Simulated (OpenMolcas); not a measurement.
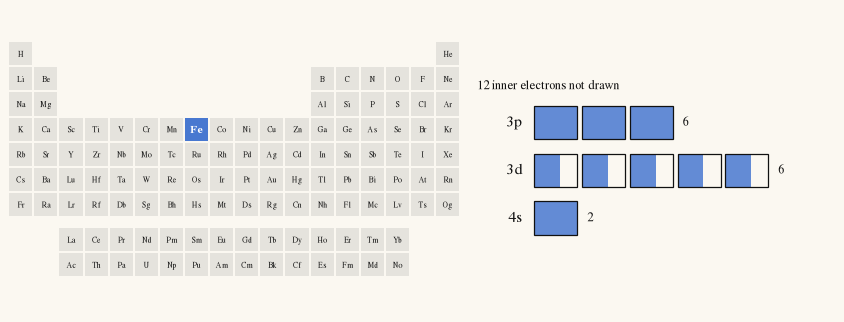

*Left, the place of iron in the periodic table; right, the outer shells of the leading configuration of the lowest level: a box for each of the 2l + 1 orbitals, shaded by the share of the shell that is filled, with the electron count at the right.*

# Multiconfigurational calculation for Fe (part 1 of 2)

System: Fe.
Method: state-averaged CASSCF, active space 6 electrons in the shell 3d, basis ANO-RCC-VTZP, DKH2 scalar Hamiltonian, spin-orbit coupling by RASSI with atomic mean-field integrals (OpenMolcas).

### Key numbers

| quantity | value |
| --- | --- |
| outcome | converged |
| lowest level | 3d⁶ 4s² ⁵D₄ |
| first excited level | 3d⁶ 4s² ⁵D₃, 425 cm⁻¹ (measured: 416) |
| energy of the lowest spin-free term | −1271.32574 hartree |
| energy of the lowest spin-orbit level | −1271.32774 hartree |
| largest spread among components of a term | 0.0 cm⁻¹ |
| hardware | 1 CPU thread, shared host |
| wall time | 21 s |

### Notes

Against measured levels the run misses widely: 3d6 4s2 3P J = 2 comes out at 23,940 cm⁻¹ where 18,378 cm⁻¹ is measured. Without dynamic correlation the splittings between terms come out too large, often by 20 to 50 %.

### Input
```
&GATEWAY
Coord
1

Fe 0.0 0.0 0.0
Basis=ANO-RCC-VTZP
Group=XYZ
NoMove
AngMom=0.0 0.0 0.0
AMFI
&SEWARD
&RASSCF
FileOrb=start.orb
Symmetry=1
Spin=5
nActEl=6 0 0
Inactive=4 6
Ras2=5 0
CIRoot=5 5 1
SDav=5
CIMx=300
Iter=120 100
PrWF=0.3
OrbListing=Nothing
MaxOrb=0
Atom
>>> COPY $Project.JobIph JOB001
&RASSCF
FileOrb=start.orb
Symmetry=1
Spin=3
nActEl=6 0 0
Inactive=4 6
Ras2=5 0
CIRoot=45 45 1
SDav=45
CIMx=300
Iter=120 100
PrWF=0.3
OrbListing=Nothing
MaxOrb=0
Atom
>>> COPY $Project.JobIph JOB002
&RASSCF
FileOrb=start.orb
Symmetry=1
Spin=1
nActEl=6 0 0
Inactive=4 6
Ras2=5 0
CIRoot=50 50 1
SDav=50
CIMx=300
Iter=120 100
PrWF=0.3
OrbListing=Nothing
MaxOrb=0
Atom
>>> COPY $Project.JobIph JOB003
&RASSI
NrOfJobIphs=3 5 45 35
1 2 3 4 5
1 2 3 4 5 6 7 8 9 10 11 12 13 14 15 16 17 18 19 20 21 22 23 24 25 26 27
28 29 30 31 32 33 34 35 36 37 38 39 40 41 42 43 44 45
1 2 3 4 5 6 7 8 9 10 11 12 13 14 15 16 17 18 19 20 21 22 23 24 25 26 27
28 29 30 31 32 33 34 35
IphNames
JOB001
JOB002
JOB003
EJob
SpinOrbit
DIPRint=1.0
SOCoupling=1000.0
Subsets=2
MEES
Property=10
'ANGMOM' 1 'ANGMOM' 2 'ANGMOM' 3 'MLTPL  1' 1 'MLTPL  1' 2 'MLTPL  1' 3
'AMFI' 1 'AMFI' 2 'AMFI' 3 'MLTPL  2' 6
SOProperty=3
'ANGMOM' 1 'ANGMOM' 2 'ANGMOM' 3
```

The file start.orb holds starting orbitals from an earlier step. A driver script formed the levels outside the program, from RASSI's spin-orbit matrix and the active-space energies, averaged over the components of each term or state.

Command:
```bash
OMP_NUM_THREADS=1 MOLCAS_MEM=1689 MOLCAS_PROJECT=a pymolcas a.inp > a.log  # once for each step of the input, in one work folder
```

### Output (extracts)
```
--- SEWARD ---
Basis set label: FE.ANO-RCC...6S5P3D2F1G.

      Electronic valence basis set:
      ------------------
      Associated Effective Charge  26.000000 au
      Associated Actual Charge     26.000000 au
      Nuclear Model: Point charge

      Shell  nPrim  nBasis  Cartesian Spherical Contaminant
         s      21       6        X
         p      15       5        X
         d      10       3                 X
         f       6       2                 X
         g       4       1                 X
                  Relativistic Douglas-Kroll-Hess integrals:
                    - DKH order of Hamiltonian: 2
                    - DKH order of Properties : 0
                  Atomic mean-field integrals
--- RASSCF ---
Wave function specifications:
      -----------------------------

      Number of closed shell electrons          20
      Number of electrons in active shells       6
      Max number of holes in RAS1 space          0
      Max nr of electrons in RAS3 space          0
      Number of inactive orbitals               10
      Number of active orbitals                  5
      Number of secondary orbitals              44
      Spin quantum number                      2.0
      State symmetry                             1
Orbital specifications:
      -----------------------

      Symmetry species                           1   2
                                                ag  au
      Frozen orbitals                            0   0
      Inactive orbitals                          4   6
      Active orbitals                            5   0
      RAS1 orbitals                              0   0
      RAS2 orbitals                              5   0
      RAS3 orbitals                              0   0
      Secondary orbitals                        21  23
      Deleted orbitals                           0   0
      Number of basis functions                 30  29
      Number of CSFs                             5
      Number of root(s) required                 5
      Iter CI   SX   CI       RASSCF       Energy    max ROT     max BLB   max BLB  Level Ln srch  Step   QN
          iter iter root      energy       change     param      element    value   shift minimum  type update
 Nr of preliminary CI iterations:   1
      Total energies have been shifted. Add                -1000.00 au
        1   1    9    0  -271.30156058    0.00E+00  -7.08E-02    6  13 1  9.93E-02*  0.10   0.00    SX    NO
        2   1    9    0  -271.31499964   -1.34E-02* -4.23E-02    5  11 2  1.16E-01*  0.12   0.00    SX    NO
        3   1    9    0  -271.31843787   -3.44E-03* -3.49E-02    4  10 2 -8.81E-02*  0.11   0.00    SX    NO
        4   1    9    0  -271.32110757   -2.67E-03*  2.83E-02    5  11 2  7.30E-02*  0.12   0.00    SX    NO
        5   1    9    0  -271.32253339   -1.43E-03*  1.21E-02    5  11 2 -5.93E-02*  0.11   0.55    LS   YES
        6   1    9    0  -271.32572642   -3.19E-03* -1.21E-03    4  10 2 -2.54E-03*  0.12   1.06    QN   YES
        7   1    7    0  -271.32574108   -1.47E-05* -6.86E-04    4  11 1  5.34E-04*  0.12   1.04    QN   YES
        8   1    7    0  -271.32574189   -8.17E-07* -5.36E-04    4  11 1  2.36E-04*  0.12   1.78    LS   YES
        9   1    7    0  -271.32574209   -1.95E-07*  6.15E-05    2  11 2 -1.59E-04*  0.12   1.00    QN   YES
       10   1    6    0  -271.32574212   -3.60E-08* -1.87E-05    4  10 1  1.69E-05   0.12   1.09    QN   YES
       11   1    4    0  -271.32574213   -9.70E-10  -8.94E-06    4  10 1  6.93E-06   0.12   1.29    QN   YES
      Convergence after 11 iterations
       12   1    4    0  -271.32574213   -1.10E-10  -8.94E-06    4  10 1  9.92E-07   0.12   1.29    QN   YES
      Natural orbitals and occupation numbers for root  1
      sym 1:   2.000000   1.000000   1.000000   1.000000   1.000000
      Natural orbitals and occupation numbers for root  2
      sym 1:   1.000000   1.000000   1.000000   1.000000   2.000000
      Natural orbitals and occupation numbers for root  3
      sym 1:   1.000000   1.000000   1.000000   2.000000   1.000000
::    RASSCF root number  1 Total energy:  -1271.32574213
::    RASSCF root number  2 Total energy:  -1271.32574213
::    RASSCF root number  3 Total energy:  -1271.32574213
::    RASSCF root number  4 Total energy:  -1271.32574213
::    RASSCF root number  5 Total energy:  -1271.32574213
--- RASSCF ---
Wave function specifications:
      -----------------------------

      Number of closed shell electrons          20
      Number of electrons in active shells       6
      Max number of holes in RAS1 space          0
      Max nr of electrons in RAS3 space          0
      Number of inactive orbitals               10
      Number of active orbitals                  5
      Number of secondary orbitals              44
      Spin quantum number                      1.0
      State symmetry                             1
Orbital specifications:
      -----------------------

      Symmetry species                           1   2
                                                ag  au
      Frozen orbitals                            0   0
      Inactive orbitals                          4   6
      Active orbitals                            5   0
      RAS1 orbitals                              0   0
      RAS2 orbitals                              5   0
      RAS3 orbitals                              0   0
      Secondary orbitals                        21  23
      Deleted orbitals                           0   0
      Number of basis functions                 30  29
      Number of CSFs                            45
      Number of root(s) required                45
      Iter CI   SX   CI       RASSCF       Energy    max ROT     max BLB   max BLB  Level Ln srch  Step   QN
          iter iter root      energy       change     param      element    value   shift minimum  type update
 Nr of preliminary CI iterations:   1
      Total energies have been shifted. Add                -1000.00 au
        1   1    4    0  -271.17326487    0.00E+00   1.40E-02    7  14 1 -1.86E-02*  0.12   0.00    SX    NO
        2   1    9    0  -271.17383252   -5.68E-04* -6.84E-03    6  10 2 -2.20E-02*  0.11   0.00    SX    NO
        3   1    9    0  -271.17394852   -1.16E-04*  6.36E-03    6  10 2  1.47E-02*  0.12   0.00    SX    NO
        4   1    9    0  -271.17401449   -6.60E-05* -5.12E-03    6  10 2 -1.33E-02*  0.11   0.00    SX    NO
        5   1    9    0  -271.17406109   -4.66E-05* -2.31E-03    6  10 2  1.10E-02*  0.12   0.54    LS   YES
        6   1    6    0  -271.17417059   -1.09E-04* -4.16E-04    4  10 1  4.33E-04*  0.11   1.01    QN   YES
        7   1    6    0  -271.17417091   -3.22E-07* -3.30E-04    4  10 1  2.15E-04*  0.11   1.79    LS   YES
        8   1    6    0  -271.17417099   -7.82E-08* -6.55E-05    6  10 2 -7.42E-05   0.11   1.00    QN   YES
        9   1    6    0  -271.17417100   -1.38E-08* -2.70E-05    4  11 1  1.98E-05   0.11   1.17    QN   YES
       10   1    5    0  -271.17417100   -9.41E-10  -1.31E-05    4  11 1  8.03E-06   0.11   1.30    QN   YES
      Convergence after 10 iterations
       11   1    5    0  -271.17417100   -1.18E-10  -1.31E-05    4  11 1  1.15E-06   0.11   1.30    QN   YES
      Natural orbitals and occupation numbers for root  1
      sym 1:   1.052098   1.538676   1.070961   1.389876   0.948389
      Natural orbitals and occupation numbers for root  2
      sym 1:   1.049383   1.376067   1.522000   0.934827   1.117722
      Natural orbitals and occupation numbers for root  3
      sym 1:   1.009603   0.935770   1.568481   1.354120   1.132026
::    RASSCF root number  1 Total energy:  -1271.22704464
::    RASSCF root number  2 Total energy:  -1271.22704464
::    RASSCF root number  3 Total energy:  -1271.22704464
::    RASSCF root number  4 Total energy:  -1271.22704464
::    RASSCF root number  5 Total energy:  -1271.22704464
::    RASSCF root number  6 Total energy:  -1271.22704464
::    RASSCF root number  7 Total energy:  -1271.22704464
::    RASSCF root number  8 Total energy:  -1271.22704464
::    RASSCF root number  9 Total energy:  -1271.22704464
::    RASSCF root number 10 Total energy:  -1271.22704464
::    RASSCF root number 11 Total energy:  -1271.22704464
::    RASSCF root number 12 Total energy:  -1271.21584628
::    RASSCF root number 13 Total energy:  -1271.21584628
::    RASSCF root number 14 Total energy:  -1271.21584628
::    RASSCF root number 15 Total energy:  -1271.21240373
::    RASSCF root number 16 Total energy:  -1271.21240373
::    RASSCF root number 17 Total energy:  -1271.21240373
::    RASSCF root number 18 Total energy:  -1271.21240373
::    RASSCF root number 19 Total energy:  -1271.21240373
::    RASSCF root number 20 Total energy:  -1271.21240373
::    RASSCF root number 21 Total energy:  -1271.21240373
::    RASSCF root number 22 Total energy:  -1271.20091851
::    RASSCF root number 23 Total energy:  -1271.20091851
::    RASSCF root number 24 Total energy:  -1271.20091851
::    RASSCF root number 25 Total energy:  -1271.20091851
::    RASSCF root number 26 Total energy:  -1271.20091851
::    RASSCF root number 27 Total energy:  -1271.20091851
::    RASSCF root number 28 Total energy:  -1271.20091851
::    RASSCF root number 29 Total energy:  -1271.20091851
::    RASSCF root number 30 Total energy:  -1271.20091851
--- RASSCF ---
Wave function specifications:
      -----------------------------

      Number of closed shell electrons          20
      Number of electrons in active shells       6
      Max number of holes in RAS1 space          0
      Max nr of electrons in RAS3 space          0
      Number of inactive orbitals               10
      Number of active orbitals                  5
      Number of secondary orbitals              44
      Spin quantum number                      0.0
      State symmetry                             1
Orbital specifications:
      -----------------------

      Symmetry species                           1   2
                                                ag  au
      Frozen orbitals                            0   0
      Inactive orbitals                          4   6
      Active orbitals                            5   0
      RAS1 orbitals                              0   0
      RAS2 orbitals                              5   0
      RAS3 orbitals                              0   0
      Secondary orbitals                        21  23
      Deleted orbitals                           0   0
      Number of basis functions                 30  29
      Number of CSFs                            50
      Number of root(s) required                50
      Iter CI   SX   CI       RASSCF       Energy    max ROT     max BLB   max BLB  Level Ln srch  Step   QN
          iter iter root      energy       change     param      element    value   shift minimum  type update
 Nr of preliminary CI iterations:   1
      Total energies have been shifted. Add                -1000.00 au
        1   1    4    0  -271.09884299    0.00E+00   5.20E-03    6  13 1 -6.88E-03*  0.11   0.00    SX    NO
        2   1    9    0  -271.09898828   -1.45E-04* -2.74E-03    6  10 2 -1.11E-02*  0.11   0.00    SX    NO
        3   1    8    0  -271.09901668   -2.84E-05*  2.39E-03    6  10 2  7.54E-03*  0.11   0.00    SX    NO
        4   1    9    0  -271.09903332   -1.66E-05*  1.94E-03    6  10 2 -6.85E-03*  0.11   0.00    SX    NO
        5   1    9    0  -271.09904509   -1.18E-05*  8.87E-04    6  10 2  5.72E-03*  0.11   0.54    LS   YES
        6   1    6    0  -271.09907517   -3.01E-05* -2.29E-04    4  10 1  2.40E-04*  0.11   1.01    QN   YES
        7   1    6    0  -271.09907526   -9.27E-08* -1.99E-04    4  10 1  1.18E-04*  0.11   1.87    LS   YES
        8   1    6    0  -271.09907528   -2.56E-08* -2.23E-05    4  11 1  1.85E-05   0.11   1.00    QN   YES
        9   1    5    0  -271.09907529   -1.93E-09  -1.61E-05    4  11 1  1.06E-05   0.11   1.28    QN   YES
      Convergence after  9 iterations
       10   1    5    0  -271.09907529   -2.42E-10  -1.61E-05    4  11 1  3.02E-06   0.11   1.28    QN   YES
      Natural orbitals and occupation numbers for root  1
      sym 1:   1.231325   0.844551   1.586900   0.939704   1.397520
      Natural orbitals and occupation numbers for root  2
      sym 1:   0.998141   1.536359   1.412255   1.234492   0.818753
      Natural orbitals and occupation numbers for root  3
      sym 1:   1.690513   0.940767   1.169803   0.828088   1.370829
::    RASSCF root number  1 Total energy:  -1271.17791374
::    RASSCF root number  2 Total energy:  -1271.17791374
::    RASSCF root number  3 Total energy:  -1271.17791374
::    RASSCF root number  4 Total energy:  -1271.17791374
::    RASSCF root number  5 Total energy:  -1271.17791374
::    RASSCF root number  6 Total energy:  -1271.17791374
::    RASSCF root number  7 Total energy:  -1271.17791374
::    RASSCF root number  8 Total energy:  -1271.17791374
::    RASSCF root number  9 Total energy:  -1271.17791374
::    RASSCF root number 10 Total energy:  -1271.17791374
::    RASSCF root number 11 Total energy:  -1271.17791374
::    RASSCF root number 12 Total energy:  -1271.17791374
::    RASSCF root number 13 Total energy:  -1271.17791374
::    RASSCF root number 14 Total energy:  -1271.17011856
::    RASSCF root number 15 Total energy:  -1271.17011856
::    RASSCF root number 16 Total energy:  -1271.17011856
::    RASSCF root number 17 Total energy:  -1271.17011856
::    RASSCF root number 18 Total energy:  -1271.17011856
::    RASSCF root number 19 Total energy:  -1271.17011856
::    RASSCF root number 20 Total energy:  -1271.17011856
::    RASSCF root number 21 Total energy:  -1271.17011856
::    RASSCF root number 22 Total energy:  -1271.17011856
::    RASSCF root number 23 Total energy:  -1271.14440752
::    RASSCF root number 24 Total energy:  -1271.13112735
::    RASSCF root number 25 Total energy:  -1271.13112735
::    RASSCF root number 26 Total energy:  -1271.13112735
::    RASSCF root number 27 Total energy:  -1271.13112735
::    RASSCF root number 28 Total energy:  -1271.13112735
::    RASSCF root number 29 Total energy:  -1271.09998938
::    RASSCF root number 30 Total energy:  -1271.09998938
```

(Continued in part 2.)
